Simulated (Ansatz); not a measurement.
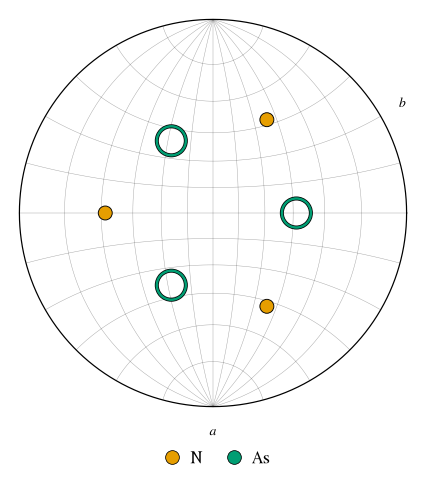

Directions from one gallium atom at (1/3, 2/3, 0.934) to its bonded neighbours, in stereographic projection down c (filled: above the plane of the page or in it, open: below). Crystal: Ga₂AsN, the input geometry of an electronic-structure calculation (not necessarily at equilibrium); the starting structure was generated, so it need not be a known form of this composition. Symmetry computed with spglib at a tolerance of 0.002 Å; standard conventional cell.

Neighbours are counted up to 2.35 Å for N, 2.94 Å for As.

```cif
data_structure
_symmetry_space_group_name_H-M 'P 1'
_symmetry_Int_Tables_number 1
_cell_length_a 3.2931
_cell_length_b 3.2931
_cell_length_c 17.8627
_cell_angle_alpha 90.000
_cell_angle_beta 90.000
_cell_angle_gamma 120.000
_cell_volume 167.76
loop_
_atom_site_label
_atom_site_type_symbol
_atom_site_fract_x
_atom_site_fract_y
_atom_site_fract_z
_atom_site_occupancy
N1 N 0.00000 0.00000 0.00000 1
As1 As 0.66667 0.33333 0.83333 1
Ga1 Ga 0.33333 0.66667 0.93399 1
Ga2 Ga 0.00000 0.00000 0.73268 1
N2 N 0.66667 0.33333 0.33333 1
As2 As 0.33333 0.66667 0.16667 1
Ga3 Ga 0.00000 0.00000 0.26732 1
Ga4 Ga 0.66667 0.33333 0.06601 1
N3 N 0.33333 0.66667 0.66667 1
As3 As 0.00000 0.00000 0.50000 1
Ga5 Ga 0.66667 0.33333 0.60066 1
Ga6 Ga 0.33333 0.66667 0.39934 1
```

> How many neighbours are there, and at what angles?

6: 3 N at 2.24 Å, 3 As at 2.62 Å. Angles between bonds: 78° (3×), 93° (6×), 95° (3×), 168° (3×).

> What is the site's symmetry in the crystal?

Point group 3m (C3v), order 6: one threefold axis, three mirror planes. In R-3m (No. 166, hexagonal axes) this is Wyckoff position 6c.
